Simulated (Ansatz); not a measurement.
# CH6GaP···H2: what the fields show

Input file:

```
crystal:
  periodic: [false, false, false]
  atoms:
    - { symbol: Ga, position_ang: [0.051594, -0.666459, -0.334689] }
    - { symbol: H, position_ang: [-0.114645, 0.294895, 2.257026] }
    - { symbol: H, position_ang: [1.343917, 0.224942, -0.470306] }
    - { symbol: C, position_ang: [-1.698124, -0.072319, -1.006483] }
    - { symbol: H, position_ang: [-2.505896, -0.76803, -0.737507] }
    - { symbol: H, position_ang: [-1.943219, 0.926937, -0.612725] }
    - { symbol: H, position_ang: [-1.667911, 0.013811, -2.105326] }
    - { symbol: P, position_ang: [0.178892, -2.65593, 0.81] }
    - { symbol: H, position_ang: [-0.538076, -3.429133, -0.154148] }
    - { symbol: H, position_ang: [1.472367, -3.057359, 0.358002] }
    - { symbol: H, position_ang: [-0.0913, -0.420554, 2.168857] }
basis:
  gaussian: { orbitals: def2-SVP }
hamiltonian:
  xc: pbe0
  dispersion: d4
relax:
  f_tol: 0.03
  max_steps: 50
output:
  orbitals: {}
```

Run with:

```sh
ansatz run input.yaml --threads 2 --pin off --max-ram 3072MiB --backend cpu --events-out ev --progress --plain --runs-dir out
```

The fields are those of the run's last geometry, not of the input's.

All numbers below come from RKS PBE0-D4/def2-SVP (Ansatz 0.2.0).

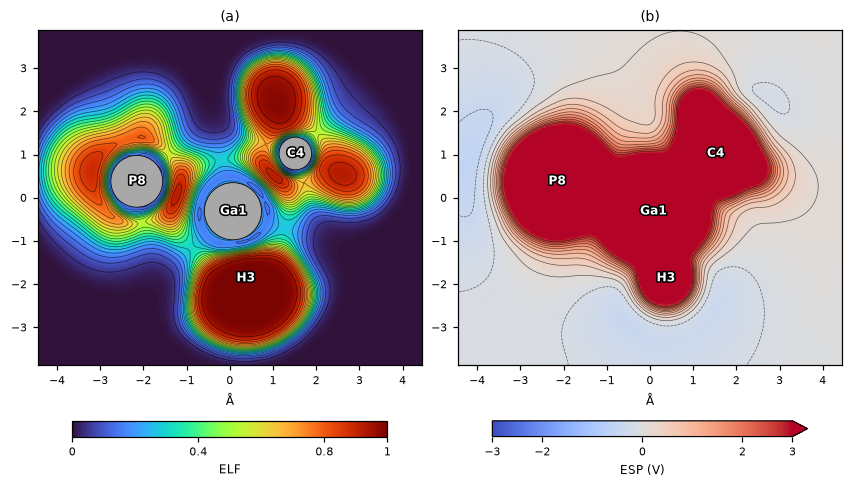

Figure 1. (a) ELF; (b) molecular electrostatic potential on the plane of atoms C4, Ga1 and P8. Grey discs cover the atomic cores in the ELF map.

Question: What do the fields say about this system?

Answer:
- The section cuts through Ga, H, C and P sites.
- C–Ga (1.97 Å): the ELF peaks at about 0.90 in the valence shell of C, 0.7 Å from its nucleus, and is about 0.60 at the midpoint.
- Ga–P (2.33 Å): the ELF peaks at about 0.90 between the atoms; localised, covalent bonding.
- Ga–H (1.57 Å): the ELF climbs to about 1 towards the hydrogen.
- The ELF also peaks beside P8, away from the bonds: lone-pair regions.
- Outside the dense part of the complex the potential is most negative (−0.6 V) near P8.

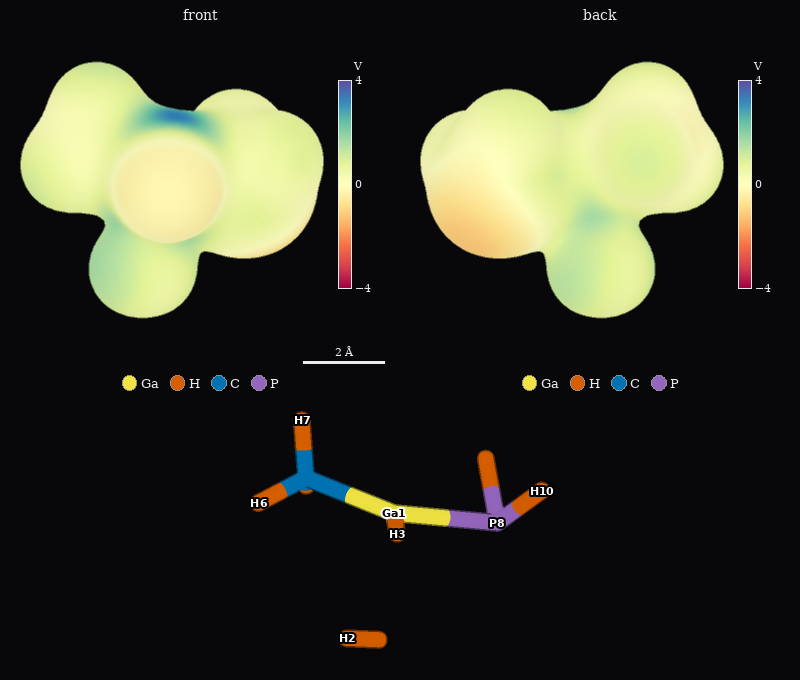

Figure 2. The electrostatic potential painted on the density surface at 0.004 e/bohr³, seen from the front and from behind; red is negative and blue positive. The bare structure is drawn below in the same view.

Question: Where is the surface potential most negative and most positive?

Answer: The most negative region (about −1.1 V, or −25 kcal/mol for a unit charge) lies over P8, the most positive (about +3.1 V, or +71 kcal/mol for a unit charge) over Ga1.

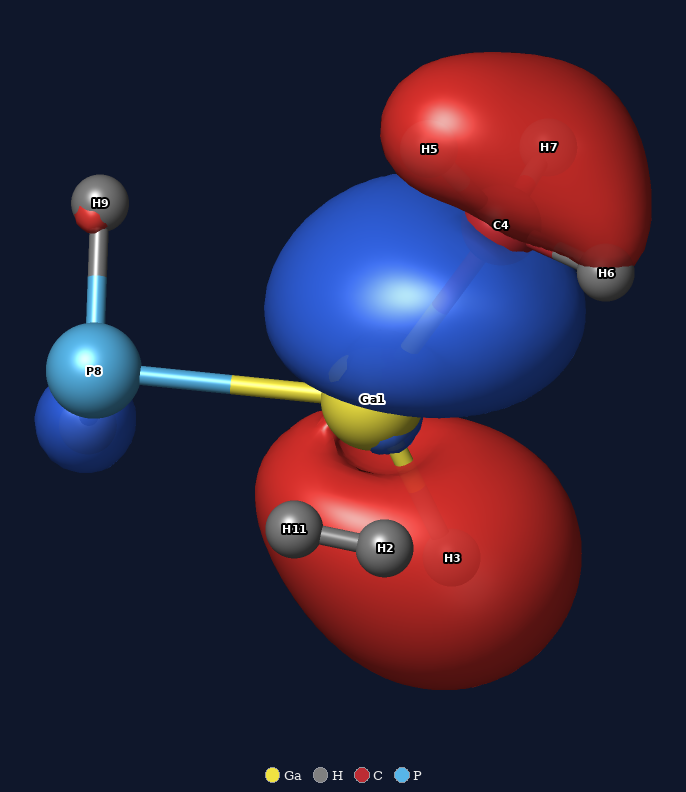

Figure 3. The HOMO−1 at ±0.1 Å⁻³ᐟ² (red and blue are the two phases), seen at an oblique angle.

Question: What is the character of this orbital?

Answer: Its weight (Hirshfeld) is mainly on C4 (about 30 %), Ga1 (about 30 %) and H3 (about 25 %). Its energy is −8.08 eV.
